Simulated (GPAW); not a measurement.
# Surface energy and work function of Pb(110) from slabs of 4 to 14 layers (PBE)

How do energy and work function of Pb(110) films settle with thickness, and what surface energy follows?

How it was computed: GPAW 26.7.0, plane waves at 450 eV with PAW setups; symmetric 1×1 slabs cut at the tabulated lattice constant (two decimals; low-temperature values for the alkali metals), atoms at bulk places, 7.5 Å of vacuum on each side, one in-plane mesh for all thicknesses, Fermi-Dirac smearing of 0.1 eV. Energies are extrapolated to zero smearing and count from the program's reference atoms. Functional PBE. The cell's area is 17.326 Å².

The runs, one held back:

```tsv
layers	energy (eV)	work function (eV)
4	−14.3680	3.49
5	−18.1614	3.68
6	−21.9499	3.75
7	−25.6894	3.72
8	−29.5140	3.62
9	−33.2574	3.62
10	−37.0583	3.66
11	−40.8656	3.70
12	−44.6437	3.65
14	?	?
```

**Question.** What surface energy do these runs give, and what energy and work function should the 14-layer slab have?

Worked answer. A slab of n layers has E(n) = nε + 2Aγ once its middle is bulk-like. A line through n = 6 to 12 has the slope ε = −3.7849 eV a layer and the intercept 2Aγ = 0.7818 eV (r.m.s. residual 17.9 meV). So γ = 0.7818 / (2 × 17.326 Å²) = 0.0226 eV/Å² = 0.36 J/m², with a standard error of about 0.02 J/m² from the scatter about the line. For 14 layers: 0.7818 + 14 × (−3.7849) = −52.207 eV; the run gives −52.205 eV, 2.3 meV over the line. The work function has no such law: from 6 to 12 layers it moves between 3.62 and 3.75 eV (mean 3.67), and the 14-layer slab gives 3.67 eV. The thinnest slab, 4 layers, lies −0.18 eV from that mean. The values go up and down with thickness, as expected where levels confined across the film cross the Fermi level one by one.

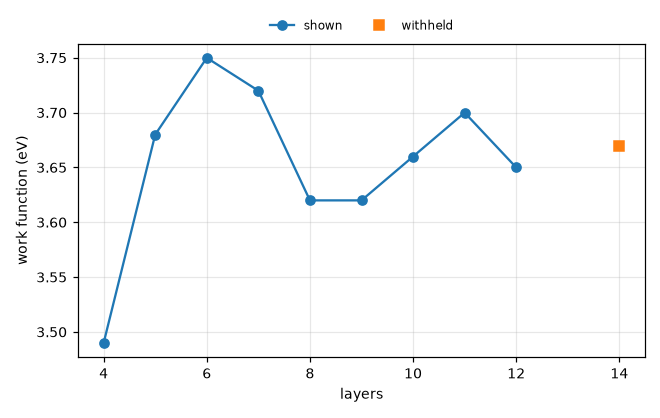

Work function against thickness.

Caveats: The surfaces are unrelaxed, so γ is an upper bound for this functional and lattice constant. The tabulated lattice constant isn't the functional's own, which strains the slab a little. Spin-orbit coupling is left out.

[Logs are printed without paths, hosts, clocks, repeated set-up lines and the standing remarks that a program may print on its own settings, such as how far it seeks lower states.]
